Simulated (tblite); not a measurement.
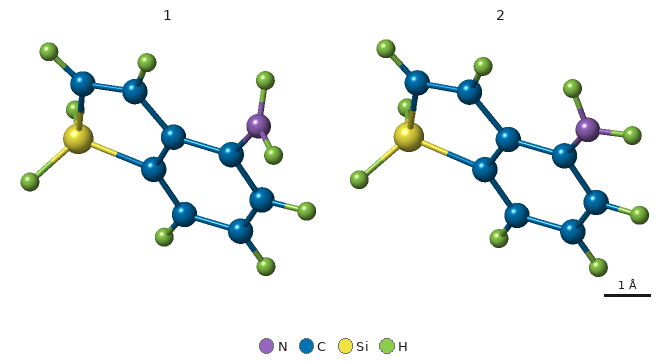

Two geometries of C$_{8}$H$_{9}$NSi, drawn at one scale. One is the start of a relaxation, the other its converged end. Style: ball-and-stick. Shown from a free direction.

The calculation used GFN2-xTB geometry optimisation, gas phase in tblite 0.8.0. 

> Which of the two is the end point?

Structure 2 is the relaxed one. After 63 geometry steps the energy has fallen by 72.0 kJ/mol. An H atom moves most after the best rigid fit: 0.89 Å. By element the largest moves are H 0.89 Å, N 0.16 Å, C 0.10 Å, Si 0.08 Å. Among the contacts that change: H–N 1.067 → 1.007 Å, C–C 1.419 → 1.455 Å, C–C 1.373 → 1.406 Å, C–H 1.115 → 1.083 Å. Bond angles that change, for instance: C–N–H 123.8° → 116.8°, H–N–H 120.6° → 114.3°, C–C–C 114.0° → 120.2°. Cost: 0.57 s on 1 thread of Arm Neoverse V1, on a shared host.
